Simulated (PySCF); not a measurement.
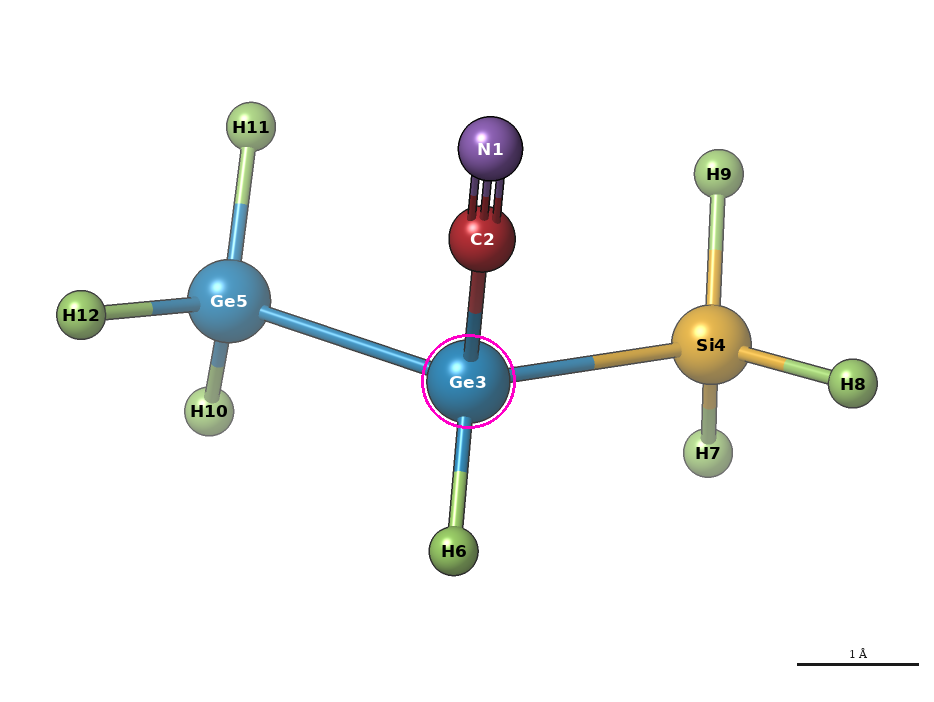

Orthographic view. Atoms fade into the background with distance from the viewer. The computed structure is the end point of a PBE0-D3(BJ)/def2-SVP optimisation. No frequency run is at hand to confirm it as a minimum.

Which atoms are bonded to the circled atom?

The circled atom is Ge3; it is bonded to C2, Si4, Ge5, H6.

Which two atoms are farthest apart in space?

H8 and H12, 6.45 Å.

Which atom is nearest the viewer?

N1, 3.0 Å in front of the mean position.

Of Si4 and H7, which is nearer the viewer?

Si4; the bond to H7 points away from the viewer, so it looks shorter than its 1.49 Å.
